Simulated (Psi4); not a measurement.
# GaNH3 (SMILES [NH2][GaH]): levels of theory compared

Wanted: a comparison of 3 runs (UHF/3-21G, UB3LYP/6-31G*, UM06-2X/def2-SVPD) of GaNH3. 

The results are computed with Psi4 1.11.

2 further runs of the same task are left out: 1 that didn't finish, 1 set aside as unsound or not needed.

### 1 The system as given

The species is GaNH3 (5 atoms), meant as a doublet with charge 0. As SMILES, `[NH2][GaH]`. Geometry: relaxed at PBE0-D4/def2-TZVP. This is one conformer, not always the lowest.

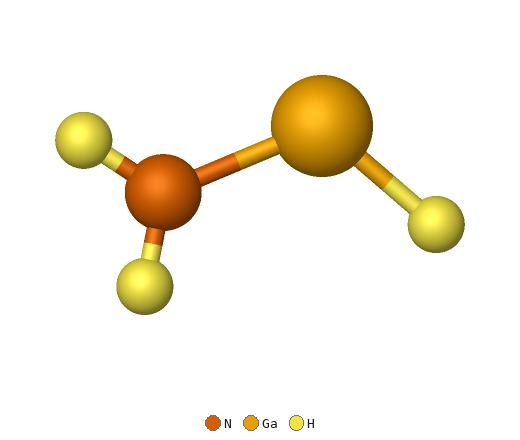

The structure, seen from a chosen angle (nitrogen orange, gallium amber, hydrogen yellow).

### 2 A single-point energy at UHF/3-21G (run 1)

File input.dat:

```
memory 1600 mb

molecule molecule1 {
  0 2
  N
  Ga 1 r2
  H 1 r3 2 a3
  H 1 r4 3 a4 2 d4
  H 2 r5 1 a5 4 d5

  r2 = 1.825229
  r3 = 1.008068
  a3 = 123.79517
  r4 = 1.005722
  a4 = 111.8966
  d4 = -179.99973
  r5 = 1.594126
  a5 = 116.86458
  d5 = -179.93664
  symmetry c1
}

set basis 3-21G
set reference uhf
set puream true
set e_convergence 1e-09
set d_convergence 1e-08
set scf_type pk
set maxiter 200

e, wfn = energy('hf', return_wfn=True)
oeprop(wfn, 'MULLIKEN_CHARGES', 'WIBERG_LOWDIN_INDICES', 'LOWDIN_CHARGES')
```

Command:

```console
$ psi4 input.dat output.dat -n 1
```

output.dat:

```text
[...]
  Running in c1 symmetry.
[...]
  Nuclear repulsion =   95.419932275568016
[...]
  Multiplicity = 2
[...]
  Nalpha       = 21
  Nbeta        = 20
[...]
    Number of basis functions: 37
[...]
   @UHF iter   1: -1969.24635926333735   -4.45782e+00   2.04757e-02 DIIS/ADIIS
[...]
   @UHF iter  14: -1969.71066695879176   -3.41061e-12   6.64386e-09 DIIS
[...]
   @S^2 Observed:                7.553803883E-01
[...]
  @UHF Final Energy: -1969.71066695879176
   => Energetics <=
    Nuclear Repulsion Energy =             95.4199322755680157
    One-Electron Energy =               -2941.0491954059243653
    Two-Electron Energy =                 875.9185961715644453
    Total Energy =                      -1969.7106669587919896
  UHF NO Occupations:
  HONO-2 :   19  A 1.9989044
  HONO-1 :   20  A 1.9985686
[...]
 Multipole Moments:
 ------------------------------------------------------------------------------------
     Multipole            Electronic (a.u.)      Nuclear  (a.u.)        Total (a.u.)
 ------------------------------------------------------------------------------------
 L = 1.  Multiply by 2.5417464519 to convert [e a0] to [Debye]
 Dipole X            :          0.0020261           -0.0015462            0.0004799
 Dipole Y            :         -1.5967490            1.4022863           -0.1944627
 Dipole Z            :          4.6950079           -5.0867285           -0.3917206
 Magnitude           :                                                    0.4373340
[...]
  Mulliken Charges: (a.u.)
   Center  Symbol    Alpha    Beta     Spin     Total
       1     N     4.01413  4.03240 -0.01827 -1.04653
       2    GA    15.61831 14.75640  0.86191  0.62529
       3     H     0.35053  0.33090  0.01963  0.31857
       4     H     0.33847  0.34211 -0.00364  0.31942
       5     H     0.67856  0.53820  0.14036 -0.21675
   Total alpha = 21.00000, Total beta = 20.00000, Total charge = -0.00000
  Lowdin Charges: (a.u.)
   Center  Symbol    Alpha    Beta     Spin     Total
       1     N     3.80573  3.81295 -0.00722 -0.61868
[...]
```

Wall time 1.4 s (1 thread of Intel Xeon Platinum 8488C (Sapphire Rapids), shared host); peak memory 0.2 GiB.

### 3 A single-point energy at UB3LYP/6-31G(d) (Cartesian functions) (run 2)

File job.dat:

```
memory 1600 MB

molecule mol {
  0 2
  N     -0.211900    -0.684000     0.064700
  Ga     0.815500     0.782900     0.417000
  H     -0.946800    -0.701300    -0.625100
  H     -0.115200    -1.569300     0.532000
  H      0.508200     2.097900    -0.430100
  units angstrom
  symmetry c1
}

set {
  basis 6-31G*
  reference uks
  puream false
  e_convergence 1e-09
  d_convergence 1e-08
  scf_type pk
  dft_radial_points 99
  dft_spherical_points 590
  maxiter 200
}

energy_value = energy('b3lyp')
```

Command:

```console
$ psi4 -n 1 job.dat job.out
```

job.out:

```text
[...]
  Running in c1 symmetry.
[...]
  Nuclear repulsion =   95.419926874908640
[...]
  Multiplicity = 2
[...]
  Nalpha       = 21
  Nbeta        = 20
[...]
    Number of basis functions: 56
[...]
   @UKS iter   1: -1978.98851007523967   -1.44621e+00   5.69710e-02 ADIIS/DIIS
[...]
   @UKS iter  13: -1981.15069101331051   -7.04858e-12   8.77784e-09 DIIS
[...]
   @S^2 Observed:                7.527398264E-01
[...]
    Orbital Energies [Eh]
    ---------------------
    Alpha Occupied:
       1A   -372.555494     2A    -45.939432     3A    -40.695940
       4A    -40.694558     5A    -40.692834     6A    -14.318105
       7A     -5.505815     8A     -3.790927     9A     -3.786934
      10A     -3.783077    11A     -0.853764    12A     -0.823177
      13A     -0.821579    14A     -0.819074    15A     -0.818057
      16A     -0.795074    17A     -0.481095    18A     -0.455877
      19A     -0.341039    20A     -0.254179    21A     -0.195398
    Alpha Virtual:
      22A     -0.036448    23A      0.020117    24A      0.074862
      25A      0.083049    26A      0.127783    27A      0.145931
[...]
  @UKS Final Energy: -1981.15069101331051
   => Energetics <=
    Nuclear Repulsion Energy =             95.4199268749086400
    One-Electron Energy =               -2949.4533381621236003
    Two-Electron Energy =                 939.7542174558683428
    DFT Exchange-Correlation Energy =     -66.8714971819639175
    Empirical Dispersion Energy =           0.0000000000000000
    VV10 Nonlocal Energy =                  0.0000000000000000
    Total Energy =                      -1981.1506910133105066
[...]
 Multipole Moments:
 ------------------------------------------------------------------------------------
     Multipole            Electronic (a.u.)      Nuclear  (a.u.)        Total (a.u.)
 ------------------------------------------------------------------------------------
 L = 1.  Multiply by 2.5417464519 to convert [e a0] to [Debye]
 Dipole X            :          3.3003518           -3.5661113           -0.2657595
 Dipole Y            :          2.9530669           -3.3622894           -0.4092226
 Dipole Z            :          1.8755221           -1.9542468           -0.0787246
 Magnitude           :                                                    0.4942558
[...]
```

It took 9.9 s on 1 thread of Intel Xeon Platinum 8488C (Sapphire Rapids), shared host; peak memory 0.63 GiB.

### 4 A single-point energy at UM06-2X/def2-SVPD (ZORA, Cholesky decomposition, IEF-PCM n-heptane) (run 3)

File gah3n.dat:

```
memory 1600 mb

molecule geom {
  0 2
  N     -0.40043297    -1.29257267     0.12226528
  Ga     1.54107165     1.47946658     0.78801579
  H     -1.78919269    -1.32526493    -1.18126780
  H     -0.21769645    -2.96554721     1.00533430
  H      0.96035882     3.96445644    -0.81277121
  units bohr
  symmetry c1
}

set reference uks
set scf_type cd
set relativistic zora
set pcm true

pcm = {
  Units = Angstrom
  Medium {
    SolverType = IEFPCM
    Solvent = C7H16
  }
  Cavity {
    Type = GePol
    RadiiSet = UFF
    Scaling = False
    Area = 0.4
    Mode = Implicit
  }
}

energy("m06-2x/def2-SVPD")
print_variables()
```

Command:

```console
$ psi4 -n 1 gah3n.dat gah3n.out
```

gah3n.out:

```text
[...]
  Running in c1 symmetry.
[...]
  Nuclear repulsion =   95.419926978700360
[...]
  Multiplicity = 2
[...]
  Nalpha       = 21
  Nbeta        = 20
[...]
    Number of basis functions: 82
[...]
   @UKS iter   1: -2006.63861944438713   -2.36566e+00   3.00039e-02 ADIIS/DIIS
[...]
   @UKS iter  10: -2008.29708141273454   -3.04467e-08   5.43586e-07 DIIS
[...]
   @S^2 Observed:                7.529250650E-01
[...]
    Orbital Energies [Eh]
    ---------------------
    Alpha Occupied:
       1A   -384.459242     2A    -47.904712     3A    -41.927200
       4A    -41.926050     5A    -41.924102     6A    -14.753008
       7A     -5.921911     8A     -4.085601     9A     -4.081713
      10A     -4.077575    11A     -0.983875    12A     -0.972696
      13A     -0.972072    14A     -0.969530    15A     -0.966872
      16A     -0.899987    17A     -0.543632    18A     -0.518431
      19A     -0.396783    20A     -0.321253    21A     -0.239374
    Alpha Virtual:
      22A     -0.001927    23A      0.029044    24A      0.069442
      25A      0.092879    26A      0.105726    27A      0.110285
[...]
  @UKS Final Energy: -2008.29708141273454
   => Energetics <=
    Nuclear Repulsion Energy =             95.4199269787003601
    One-Electron Energy =               -2978.8327026971192026
    Two-Electron Energy =                 914.4173118436906407
    DFT Exchange-Correlation Energy =     -39.2999937365360879
    Empirical Dispersion Energy =           0.0000000000000000
    VV10 Nonlocal Energy =                  0.0000000000000000
    PCM Polarization Energy =              -0.0016238014702063
    Total Energy =                      -2008.2970814127345420
[...]
 Multipole Moments:
 ------------------------------------------------------------------------------------
     Multipole            Electronic (a.u.)      Nuclear  (a.u.)        Total (a.u.)
 ------------------------------------------------------------------------------------
 L = 1.  Multiply by 2.5417464519 to convert [e a0] to [Debye]
 Dipole X            :          3.4530705           -3.5661113           -0.1130408
 Dipole Y            :          3.0376960           -3.3622894           -0.3245934
 Dipole Z            :          1.9843909           -1.9542468            0.0301441
 Magnitude           :                                                    0.3450330
[...]
```

It took 19 s on 1 thread of Intel Xeon Platinum 8488C (Sapphire Rapids), shared host; peak memory 0.99 GiB.

### 5 Overview of the runs

```csv
run,level,Cartesian functions,integration grid,energy (Eh),dipole moment (D),HOMO energy (eV),LUMO energy (eV),wall time
1,UHF/3-21G,no,–,-1969.710667,1.11,-7.78,1.22,1.4 s
2,UB3LYP/6-31G* (Cartesian functions),yes,99 radial × 590 angular,-1981.150691,1.26,-5.32,-2.68,9.9 s
3,"UM06-2X/def2-SVPD (ZORA, Cholesky decomposition, IEF-PCM n-heptane)",no,75 radial × 302 angular,-2008.297081,0.88,-6.51,-2.67,19 s
```

### 6 Summary of results

| quantity | value |
| --- | --- |
| run 3: total energy | -2008.29708 Eh |
| run 3: dipole moment | 0.88 D |
| run 3: HOMO energy (highest over α and β) | -6.51 eV |
| run 3: LUMO energy (lowest over α and β) | -2.67 eV |
| run 3: solvent term in the energy | -4.3 kJ/mol |
| run 3: ⟨S²⟩ | 0.753 |

In words: The dipole moment (its size) runs from 0.88 D (UM06-2X/def2-SVPD) to 1.26 D (UB3LYP/6-31G*). The two ends differ in method and basis and solvent and Hamiltonian. Totals of different functionals can't be ranked against each other. Some runs of one species differ in core potentials or relativity; totals across that change don't compare. All runs together took 31 s, the longest 19 s.
